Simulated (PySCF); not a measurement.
**[Lu(H2O)3]3+: how settings move a single point**

Which settings matter for [Lu(H2O)3]3+? Each run alters one on purpose. The species was built from a template and needn't be a known compound.

Program: PySCF 2.14.0. Level of theory: B3LYP, Lu def2-SVP with ECP28, O def2-SVP, H def2-SVP; scalar-relativistic core potentials, no spin–orbit coupling. These are calculated values, not measurements.

2 further runs of the same task are left out: 1 for a known fault of the program, 1 that didn't finish.

## Step 1: The system as given

10 atoms, charge 3, spin multiplicity 1.

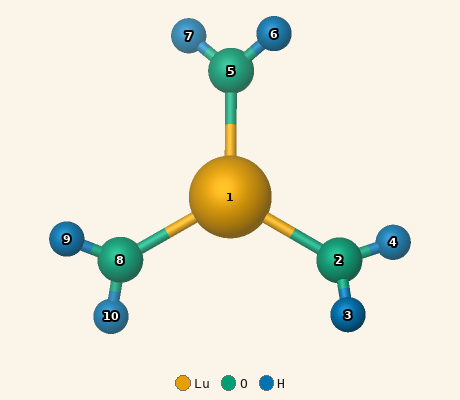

The structure; lutetium amber, oxygen teal, hydrogen blue; atoms are numbered from 1 in the order of the file.

Coordinates:

```
atom    x (Å)    y (Å)    z (Å)
 Lu1   0.0000   0.0000   0.0000
  O2   2.1601   0.0000   0.0000
  H3   2.7777  -0.7398   0.2431
  H4   2.7777   0.7397  -0.2431
  O5  -1.0800   1.8707   0.0000
  H6  -0.7482   2.7755   0.2431
  H7  -2.0295   2.0357  -0.2431
  O8  -1.0801  -1.8707   0.0000
  H9  -2.0295  -2.0357   0.2431
 H10  -0.7482  -2.7755  -0.2431
```

Formal oxidation states: Lu +3. An earlier session relaxed this geometry at B3LYP, Lu def2-SVP with ECP28, O def2-SVP, H def2-SVP (singlet, point group D3).

The sound run used a (50, 194) grid (finer on f atoms), a threshold of 1e-8 and at most 55 cycles, and ended at -1464.264338 Eh.

## Step 2: Altered run 1

Input file run.py (the lines that set the calculation):

```python
mol = gto.M(atom='''
Lu     0.00000     0.00000     0.00000
O      2.03051    -0.00001     0.00000
H      2.61106    -0.69538     0.22848
H      2.61107     0.69535    -0.22848
O     -1.01524     1.75848     0.00000
H     -0.70331     2.60893     0.22848
H     -1.90772     1.91358    -0.22848
O     -1.01527    -1.75847     0.00000
H     -1.90775    -1.91355     0.22848
H     -0.70335    -2.60892    -0.22848''',
    basis={'Lu': 'def2-SVP', 'O': 'def2-SVP', 'H': 'def2-SVP'},
    ecp={'Lu': 'def2-SVP'},
    charge=3, spin=0)
mf = dft.RKS(mol, xc='B3LYP')
mf.grids.atom_grid = (50, 194)  # f atoms: unpruned, at least (60, 302)
mf = mf.density_fit()  # fitting sets: Lu def2-universal-JKFIT, O def2-universal-JKFIT, H def2-universal-JKFIT
mf.conv_tol = 1e-08; mf.max_cycle = 55
mf.kernel(dm0)  # dm0: free metal ions and neutral atoms
```

The run is started by

```
OMP_NUM_THREADS=4 python run.py
```

The program printed:

```text
init E= -1455.51028441981
  HOMO = -1.24332759327021  LUMO = -0.774833112486995  gap/eV = 12.74838
cycle= 1 E= -1462.43806783621  delta_E= -6.93  |g|= 3.19  |ddm|= 3.59
  HOMO = -0.646098507754104  LUMO = -0.604913264924711  gap/eV = 1.12071
cycle= 2 E= -1455.81840430359  delta_E= 6.62  |g|= 5.96  |ddm|= 5.38
  HOMO = -0.685904499721026  LUMO = -0.540262733709721  gap/eV = 3.96311
cycle= 3 E= -1463.94041182243  delta_E= -8.12  |g|= 2.06  |ddm|= 4.59
  HOMO = -0.997556716268687  LUMO = -0.602606659719566  gap/eV = 10.74714
cycle= 4 E= -1464.16188812129  delta_E= -0.221  |g|= 0.98  |ddm|= 0.87
  HOMO = -0.981887216434117  LUMO = -0.674073128829939  gap/eV = 8.37605
cycle= 5 E= -1464.22575131088  delta_E= -0.0639  |g|= 0.157  |ddm|= 0.398
  HOMO = -0.971956567453828  LUMO = -0.656803651859914  gap/eV = 8.57575
cycle= 6 E= -1464.22866023221  delta_E= -0.00291  |g|= 0.0163  |ddm|= 0.103
  HOMO = -0.972556359925195  LUMO = -0.656128859050256  gap/eV = 8.61043
cycle= 7 E= -1464.22867661773  delta_E= -1.64e-05  |g|= 0.00383  |ddm|= 0.00563
  HOMO = -0.972693881320091  LUMO = -0.656175940171924  gap/eV = 8.61289
cycle= 8 E= -1464.22867756161  delta_E= -9.44e-07  |g|= 0.000275  |ddm|= 0.00168
  HOMO = -0.972697087965059  LUMO = -0.656189937918693  gap/eV = 8.61260
cycle= 9 E= -1464.22867756896  delta_E= -7.35e-09  |g|= 1.05e-05  |ddm|= 0.000166
  HOMO = -0.972697274373798  LUMO = -0.656187540945012  gap/eV = 8.61267
Extra cycle  E= -1464.22867756899  delta_E= -3.07e-11  |g|= 1.25e-05  |ddm|= 2.15e-05
converged SCF energy = -1464.22867756899
```

Wall time 6.2 s (4 threads of Arm Neoverse V1, shared host).

Changed: the scale of all coordinates (0.94). It converges in 9 cycles, +0.970 eV from the sound run, with a largest force component of 3.19 eV/Å. The setting is unsound, so these numbers aren't the compound's.

## Step 3: Altered run 2

Input file run.py (the lines that set the calculation):

```python
mol = gto.M(atom='''
Lu     0.00000     0.00000     0.00000
O      2.16012    -0.00001     0.00000
H      2.77772    -0.73976     0.24307
H      2.77773     0.73973    -0.24307
O     -1.08005     1.87072     0.00000
H     -0.74821     2.77546     0.24307
H     -2.02949     2.03572    -0.24307
O     -1.08007    -1.87071     0.00000
H     -2.02952    -2.03570     0.24307
H     -0.74824    -2.77545    -0.24307''',
    basis={'Lu': 'def2-SVP', 'O': 'def2-SVP', 'H': 'def2-SVP'},
    ecp={'Lu': 'def2-SVP'},
    charge=3, spin=0)
mf = dft.RKS(mol, xc='B3LYP')
mf.grids.atom_grid = (50, 194)  # f atoms: unpruned, at least (60, 302)
mf = mf.density_fit()  # fitting sets: Lu def2-universal-JKFIT, O def2-universal-JKFIT, H def2-universal-JKFIT
mf.conv_tol = 1e-08; mf.max_cycle = 55
mf.kernel(dm0)  # dm0: smeared density
```

The run is started by

```
OMP_NUM_THREADS=4 python run.py
```

The program printed:

```text
init E= -1464.25243728357
  HOMO = -0.936771261090486  LUMO = -0.654856817072513  gap/eV = 7.67128
cycle= 1 E= -1464.26426761304  delta_E= -0.0118  |g|= 0.0176  |ddm|= 0.0357
  HOMO = -0.933717640384612  LUMO = -0.657621764682109  gap/eV = 7.51295
cycle= 2 E= -1464.26417219074  delta_E= 9.54e-05  |g|= 0.0352  |ddm|= 0.0319
  HOMO = -0.935736561043222  LUMO = -0.656608533535074  gap/eV = 7.59546
cycle= 3 E= -1464.26433454781  delta_E= -0.000162  |g|= 0.00615  |ddm|= 0.0156
  HOMO = -0.93602561910575  LUMO = -0.656256095463014  gap/eV = 7.61292
cycle= 4 E= -1464.26433816707  delta_E= -3.62e-06  |g|= 0.00152  |ddm|= 0.00275
  HOMO = -0.935939638164288  LUMO = -0.656036371830787  gap/eV = 7.61656
cycle= 5 E= -1464.26433836523  delta_E= -1.98e-07  |g|= 0.000352  |ddm|= 0.000913
  HOMO = -0.935963611080117  LUMO = -0.656036826061438  gap/eV = 7.61720
cycle= 6 E= -1464.26433837622  delta_E= -1.1e-08  |g|= 1.45e-05  |ddm|= 0.000134
  HOMO = -0.935965022439693  LUMO = -0.656036386592824  gap/eV = 7.61725
cycle= 7 E= -1464.26433837625  delta_E= -3.05e-11  |g|= 4.82e-06  |ddm|= 8.76e-06
  HOMO = -0.935965286206559  LUMO = -0.656036078449272  gap/eV = 7.61726
Extra cycle  E= -1464.26433837625  delta_E= 4.55e-12  |g|= 1.14e-05  |ddm|= 4.8e-06
converged SCF energy = -1464.26433837625
```

Wall time 5.9 s (4 threads of Arm Neoverse V1, shared host).

Changed: the starting guess (smeared density). It converges in 7 cycles, at the sound run's energy within 0.001 eV, with a largest force component of 0.01 eV/Å. The result survives the change.

## Step 4: Altered run 3

Edit run.py (the lines that set the calculation) of step 3 so:

```diff
@@ -17,3 +17,3 @@
 mf = mf.density_fit()  # fitting sets: Lu def2-universal-JKFIT, O def2-universal-JKFIT, H def2-universal-JKFIT
-mf.conv_tol = 1e-08; mf.max_cycle = 55
-mf.kernel(dm0)  # dm0: smeared density
+mf.conv_tol = 1e-05; mf.max_cycle = 55
+mf.kernel(dm0)  # dm0: free metal ions and neutral atoms
```

The run is started by

```
OMP_NUM_THREADS=4 python run.py
```

The program printed:

```text
init E= -1455.26801008479
  HOMO = -1.21369992334149  LUMO = -0.758956646192239  gap/eV = 12.37419
cycle= 1 E= -1462.36357977889  delta_E= -7.1  |g|= 3.23  |ddm|= 3.44
  HOMO = -0.652878344655597  LUMO = -0.565854040362535  gap/eV = 2.36805
cycle= 2 E= -1452.94330904308  delta_E= 9.42  |g|= 6.71  |ddm|=  5.7
  HOMO = -0.61911793401494  LUMO = -0.522547791023285  gap/eV = 2.62781
cycle= 3 E= -1463.89704523687  delta_E=  -11  |g|=  2.3  |ddm|= 4.97
  HOMO = -0.962116790157357  LUMO = -0.587558018436614  gap/eV = 10.19226
cycle= 4 E= -1464.17740752876  delta_E= -0.28  |g|= 1.12  |ddm|= 0.985
  HOMO = -0.944913653455272  LUMO = -0.676680335094623  gap/eV = 7.29900
cycle= 5 E= -1464.26073394176  delta_E= -0.0833  |g|= 0.177  |ddm|= 0.478
  HOMO = -0.934938457821089  LUMO = -0.656847464539684  gap/eV = 7.56724
cycle= 6 E= -1464.26431471931  delta_E= -0.00358  |g|= 0.0189  |ddm|= 0.114
  HOMO = -0.935773999434904  LUMO = -0.656002077388827  gap/eV = 7.61298
cycle= 7 E= -1464.2643368624  delta_E= -2.21e-05  |g|= 0.00462  |ddm|= 0.0066
  HOMO = -0.935955828114929  LUMO = -0.656021907037349  gap/eV = 7.61739
cycle= 8 E= -1464.26433836827  delta_E= -1.51e-06  |g|= 0.000275  |ddm|= 0.00198
  HOMO = -0.935961926881729  LUMO = -0.656045515063418  gap/eV = 7.61691
Extra cycle  E= -1464.26433836555  delta_E= 2.72e-09  |g|= 0.000519  |ddm|= 0.00026
converged SCF energy = -1464.26433836555
```

It took 6.1 s on 4 threads of Arm Neoverse V1, shared host.

Changed: the SCF threshold (1e-05). It converges in 8 cycles, at the sound run's energy within 0.001 eV, with a largest force component of 0.01 eV/Å. The result survives the change.

## Step 5: Altered run 4

Edit run.py (the lines that set the calculation) of step 4 so:

```diff
@@ -15,5 +15,5 @@
 mf = dft.RKS(mol, xc='B3LYP')
-mf.grids.atom_grid = (50, 194)  # f atoms: unpruned, at least (60, 302)
+mf.grids.atom_grid = (40, 110)  # f atoms: unpruned
 mf = mf.density_fit()  # fitting sets: Lu def2-universal-JKFIT, O def2-universal-JKFIT, H def2-universal-JKFIT
-mf.conv_tol = 1e-05; mf.max_cycle = 55
+mf.conv_tol = 1e-08; mf.max_cycle = 55
 mf.kernel(dm0)  # dm0: free metal ions and neutral atoms
```

The run is started by

```
OMP_NUM_THREADS=4 python run.py
```

The program printed:

```text
init E= -1455.26794812273
  HOMO = -1.21369884735651  LUMO = -0.758934712310115  gap/eV = 12.37476
cycle= 1 E= -1462.36436943532  delta_E= -7.1  |g|= 3.23  |ddm|= 3.44
  HOMO = -0.652902390813913  LUMO = -0.565962571908507  gap/eV = 2.36575
cycle= 2 E= -1452.94782486954  delta_E= 9.42  |g|= 6.71  |ddm|=  5.7
  HOMO = -0.619278536541207  LUMO = -0.522577293672075  gap/eV = 2.63137
cycle= 3 E= -1463.89723753662  delta_E= -10.9  |g|=  2.3  |ddm|= 4.97
  HOMO = -0.962083766691758  LUMO = -0.587570601174473  gap/eV = 10.19102
cycle= 4 E= -1464.1773753386  delta_E= -0.28  |g|= 1.12  |ddm|= 0.985
  HOMO = -0.944893107474517  LUMO = -0.676641005838757  gap/eV = 7.29951
cycle= 5 E= -1464.26066625879  delta_E= -0.0833  |g|= 0.177  |ddm|= 0.478
  HOMO = -0.934936561401955  LUMO = -0.656811624282764  gap/eV = 7.56817
cycle= 6 E= -1464.26424225195  delta_E= -0.00358  |g|= 0.0189  |ddm|= 0.114
  HOMO = -0.935771255722707  LUMO = -0.655966356158665  gap/eV = 7.61388
cycle= 7 E= -1464.26426437103  delta_E= -2.21e-05  |g|= 0.00462  |ddm|= 0.00659
  HOMO = -0.935953831320583  LUMO = -0.655986438802401  gap/eV = 7.61830
cycle= 8 E= -1464.26426587489  delta_E= -1.5e-06  |g|= 0.000353  |ddm|= 0.00199
  HOMO = -0.935961179493186  LUMO = -0.656001746404883  gap/eV = 7.61808
cycle= 9 E= -1464.26426587806  delta_E= -3.17e-09  |g|= 0.000278  |ddm|= 0.000325
  HOMO = -0.935962861795048  LUMO = -0.656002716154649  gap/eV = 7.61810
cycle= 10 E= -1464.26426589175  delta_E= -1.37e-08  |g|= 1.37e-05  |ddm|= 0.000158
  HOMO = -0.935962619193333  LUMO = -0.656000707734115  gap/eV = 7.61815
cycle= 11 E= -1464.2642658918  delta_E= -5.02e-11  |g|= 5.45e-06  |ddm|= 1.65e-05
  HOMO = -0.935963020982475  LUMO = -0.656000763934905  gap/eV = 7.61816
Extra cycle  E= -1464.2642658918  delta_E= 1.82e-12  |g|= 6.2e-06  |ddm|= 6.05e-06
converged SCF energy = -1464.2642658918
```

Run time: 5.4 s. Hardware: 4 threads of Arm Neoverse V1, shared host.

Changed: the integration grid, to (40, 110). It converges in 11 cycles, +0.002 eV from the sound run, with a largest force component of 0.05 eV/Å. The result survives the change.

## Step 6: Altered run 5

Edit run.py (the lines that set the calculation) of step 5 so:

```diff
@@ -15,3 +15,3 @@
 mf = dft.RKS(mol, xc='B3LYP')
-mf.grids.atom_grid = (40, 110)  # f atoms: unpruned
+mf.grids.atom_grid = (10, 14)  # f atoms: unpruned
 mf = mf.density_fit()  # fitting sets: Lu def2-universal-JKFIT, O def2-universal-JKFIT, H def2-universal-JKFIT
```

The run is started by

```
OMP_NUM_THREADS=4 python run.py
```

The program printed:

```text
init E= -1455.46515124166
  HOMO = -0.799213811741553  LUMO = -0.763316668015775  gap/eV = 0.97681
cycle= 1 E= -1462.40961075817  delta_E= -6.94  |g|= 10.9  |ddm|= 6.47
  HOMO = -0.884543781829662  LUMO = -0.872903024784621  gap/eV = 0.31676
cycle= 2 E= -1373.73927980949  delta_E= 88.7  |g|= 29.8  |ddm|= 19.1
  HOMO = -0.660687899576704  LUMO = -0.51102435039089  gap/eV = 4.07255
cycle= 3 E= -1469.29870974247  delta_E= -95.6  |g|= 2.84  |ddm|= 16.9
  HOMO = -1.25615874928949  LUMO = -1.24012466178015  gap/eV = 0.43631
cycle= 4 E= -1444.46262183371  delta_E= 24.8  |g|= 16.2  |ddm|= 4.97
  HOMO = -1.08836235083585  LUMO = -1.06004782269443  gap/eV = 0.77048
cycle= 5 E= -1469.36711666104  delta_E= -24.9  |g|= 1.89  |ddm|=  4.1
  HOMO = -0.858590456059655  LUMO = -0.853002800219447  gap/eV = 0.15205
cycle= 6 E= -1469.62945356847  delta_E= -0.262  |g|= 2.04  |ddm|= 2.64
  HOMO = -0.941216967532365  LUMO = -0.832083718405382  gap/eV = 2.96967
cycle= 7 E= -1470.26033197471  delta_E= -0.631  |g|=  1.2  |ddm|= 1.94
  HOMO = -0.918893549380283  LUMO = -0.891590609065911  gap/eV = 0.74295
cycle= 8 E= -1470.486236725  delta_E= -0.226  |g|= 0.559  |ddm|= 0.843
  HOMO = -0.924645013277356  LUMO = -0.896773178965518  gap/eV = 0.75843
cycle= 9 E= -1470.54457307211  delta_E= -0.0583  |g|= 0.294  |ddm|= 0.405
  HOMO = -0.912389015313361  LUMO = -0.901409969813645  gap/eV = 0.29876
cycle= 10 E= -1470.56121926667  delta_E= -0.0166  |g|= 0.114  |ddm|= 0.221
  HOMO = -0.918780445257055  LUMO = -0.904805231200762  gap/eV = 0.38028
cycle= 11 E= -1470.56293199968  delta_E= -0.00171  |g|= 0.0574  |ddm|= 0.0549
  HOMO = -0.921035502823838  LUMO = -0.906043692364091  gap/eV = 0.40795
cycle= 12 E= -1470.56343192129  delta_E= -0.0005  |g|= 0.0263  |ddm|= 0.0385
  HOMO = -0.921241421566696  LUMO = -0.906768505951061  gap/eV = 0.39383
cycle= 13 E= -1470.56350467221  delta_E= -7.28e-05  |g|= 0.0188  |ddm|= 0.0357
  HOMO = -0.920846748928043  LUMO = -0.90706075325675  gap/eV = 0.37514
cycle= 14 E= -1470.56359336171  delta_E= -8.87e-05  |g|= 0.00305  |ddm|= 0.0235
  HOMO = -0.920163431725036  LUMO = -0.906978267399125  gap/eV = 0.35879
cycle= 15 E= -1470.56360780088  delta_E= -1.44e-05  |g|= 0.00276  |ddm|= 0.0209
  HOMO = -0.920441764838617  LUMO = -0.906975899029656  gap/eV = 0.36642
cycle= 16 E= -1470.56363885632  delta_E= -3.11e-05  |g|= 0.00308  |ddm|= 0.0344
  HOMO = -0.920407645053961  LUMO = -0.907023691045036  gap/eV = 0.36420
cycle= 17 E= -1470.56361355369  delta_E= 2.53e-05  |g|= 0.00197  |ddm|= 0.0341
  HOMO = -0.920561443381965  LUMO = -0.906951705085925  gap/eV = 0.37034
cycle= 18 E= -1470.56361855109  delta_E= -5e-06  |g|= 0.00142  |ddm|= 0.0194
  HOMO = -0.920890308549049  LUMO = -0.906934734925939  gap/eV = 0.37975
cycle= 19 E= -1470.56362513248  delta_E= -6.58e-06  |g|= 0.00112  |ddm|= 0.0232
  HOMO = -0.921066504705748  LUMO = -0.907009591992033  gap/eV = 0.38251
cycle= 20 E= -1470.56362753624  delta_E= -2.4e-06  |g|= 0.000332  |ddm|= 0.0186
  HOMO = -0.921106500807542  LUMO = -0.907033202412977  gap/eV = 0.38295
cycle= 21 E= -1470.56362767931  delta_E= -1.43e-07  |g|= 0.000215  |ddm|= 0.00416
  HOMO = -0.921138040969312  LUMO = -0.907057309540264  gap/eV = 0.38316
cycle= 22 E= -1470.56362770392  delta_E= -2.46e-08  |g|= 2.09e-05  |ddm|= 0.00269
  HOMO = -0.921134015590727  LUMO = -0.907057854136137  gap/eV = 0.38303
cycle= 23 E= -1470.56362770499  delta_E= -1.06e-09  |g|= 6.67e-06  |ddm|= 0.000401
  HOMO = -0.921134067545771  LUMO = -0.90705645063483  gap/eV = 0.38307
Extra cycle  E= -1470.56362770501  delta_E= -2.32e-11  |g|= 1.06e-05  |ddm|= 3.3e-05
converged SCF energy = -1470.56362770501
```

Run time: 5.3 s. Hardware: 4 threads of Arm Neoverse V1, shared host.

Changed: the integration grid, to (10, 14). It converges in 23 cycles, -171.412 eV from the sound run, with a largest force component of 8.37 eV/Å. The setting is unsound, so these numbers aren't the compound's.

## Step 7: Results

| run | changed | ending | energy change (eV) | cycles | time | usable |
| --- | --- | --- | --- | --- | --- | --- |
| 1 | the scale of all coordinates | converged | +0.970 | 9 | 6.2 s | no |
| 2 | the starting guess | converged | 0.000 | 7 | 5.9 s | yes |
| 3 | the SCF threshold | converged | 0.000 | 8 | 6.1 s | yes |
| 4 | the integration grid | converged | +0.002 | 11 | 5.4 s | yes |
| 5 | the integration grid | converged | -171.412 | 23 | 5.3 s | no |

3 of 5 altered runs give a usable result. 2 ended normally with numbers unfit to quote.
